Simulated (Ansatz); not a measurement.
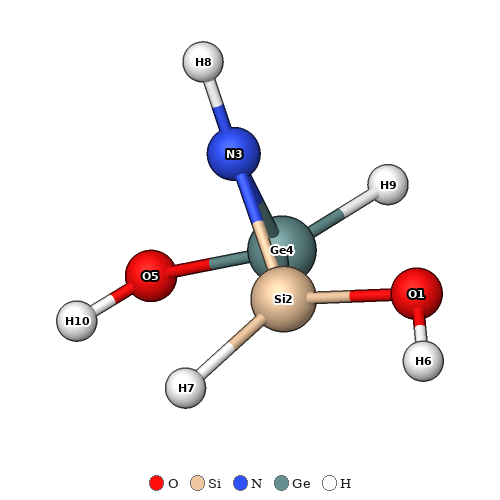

The system is GeH5NO2Si, SMILES O[SiH]1[NH][GeH]1[OH]; the picture shows the reference structure. The first coordinate is: dihedral Si2–Ge4–O5–H10; the second: dihedral H6–O1–Si2–Ge4. Nothing is relaxed (all other coordinates rigid). The scan uses a 9 × 9 grid. Energies are in cm⁻¹, from the lowest grid point. Theory: RKS PBE0-D4/def2-SVP (Ansatz).

Its coordinates:

```yaml
atoms:
  - { symbol: O, position_ang: [-0.1443, 0.3020, 2.4790] }
  - { symbol: Si, position_ang: [0.0584, 0.6220, 0.8620] }
  - { symbol: N, position_ang: [1.0557, -0.4444, -0.0215] }
  - { symbol: Ge, position_ang: [-0.6077, -0.7678, -0.8496] }
  - { symbol: O, position_ang: [-0.6542, -0.4097, -2.5973] }
  - { symbol: H, position_ang: [-0.3622, 1.0527, 3.0397] }
  - { symbol: H, position_ang: [0.2237, 2.1043, 0.7263] }
  - { symbol: H, position_ang: [2.0115, -0.7864, -0.0344] }
  - { symbol: H, position_ang: [-1.0791, -2.2280, -0.8130] }
  - { symbol: H, position_ang: [-0.4186, 0.5045, -2.7881] }
```

Range: dihedral Si2–Ge4–O5–H10 from −180 to 140°; dihedral H6–O1–Si2–Ge4 from −180 to 140°.

Question: What will the energy surface look like?

Answer: The lowest grid point is at dihedral Si2–Ge4–O5–H10 = −20°, dihedral H6–O1–Si2–Ge4 = 20°. Other grid points that lie below all their neighbours: dihedral Si2–Ge4–O5–H10 = −20°, dihedral H6–O1–Si2–Ge4 = −140° (352 cm⁻¹ higher); dihedral Si2–Ge4–O5–H10 = 140°, dihedral H6–O1–Si2–Ge4 = 20° (748 cm⁻¹ higher); dihedral Si2–Ge4–O5–H10 = −180°, dihedral H6–O1–Si2–Ge4 = −140° (1062 cm⁻¹ higher). The highest grid point, dihedral Si2–Ge4–O5–H10 = −100°, dihedral H6–O1–Si2–Ge4 = 140°, lies 2215 cm⁻¹ above the lowest.

| dihedral H6–O1–Si2–Ge4 ↓, dihedral Si2–Ge4–O5–H10 → | −180 | −140 | −100 | −60 | −20 | 20 | 60 | 100 | 140 |
| --- | --- | --- | --- | --- | --- | --- | --- | --- | --- |
| 140 | 1974 | 2164 | 2215 | 1752 | 1181 | 1243 | 1864 | 2200 | 2037 |
| 100 | 1948 | 2165 | 2194 | 1705 | 1151 | 1242 | 1852 | 2142 | 1971 |
| 60 | 1151 | 1407 | 1436 | 930 | 386 | 504 | 1104 | 1338 | 1140 |
| 20 | 753 | 1007 | 1048 | 551 | 0 | 101 | 697 | 941 | 748 |
| −20 | 1282 | 1515 | 1556 | 1068 | 500 | 569 | 1160 | 1442 | 1281 |
| −60 | 1739 | 1979 | 2017 | 1523 | 945 | 1005 | 1589 | 1873 | 1725 |
| −100 | 1420 | 1694 | 1750 | 1249 | 671 | 747 | 1334 | 1583 | 1400 |
| −140 | 1062 | 1341 | 1421 | 931 | 352 | 436 | 1039 | 1285 | 1071 |
| −180 | 1373 | 1603 | 1681 | 1214 | 635 | 704 | 1322 | 1621 | 1426 |

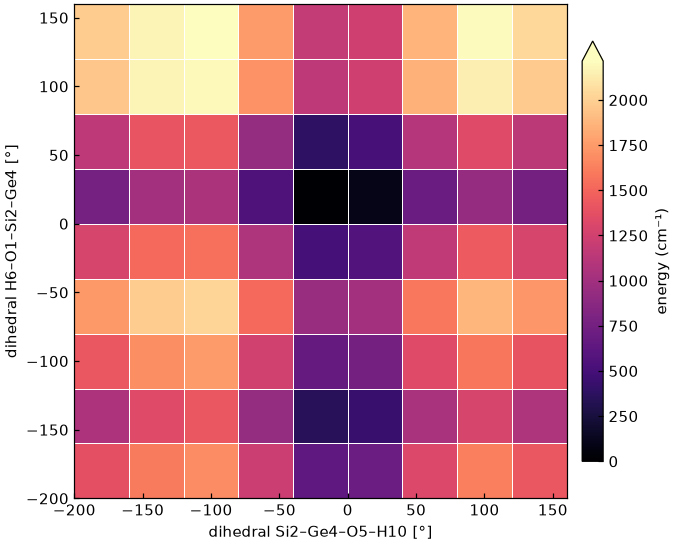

In the figure: one coloured cell a grid point, one colour for all values above the top of the scale.

Each point was launched as `ansatz run input.yaml --threads 1 --pin off --max-ram 2560MiB --backend cpu --events-out ev --progress --plain --runs-dir out`. The whole map (81 points run) took 9.7 min on 1 thread of Arm Neoverse V2, on a shared host.
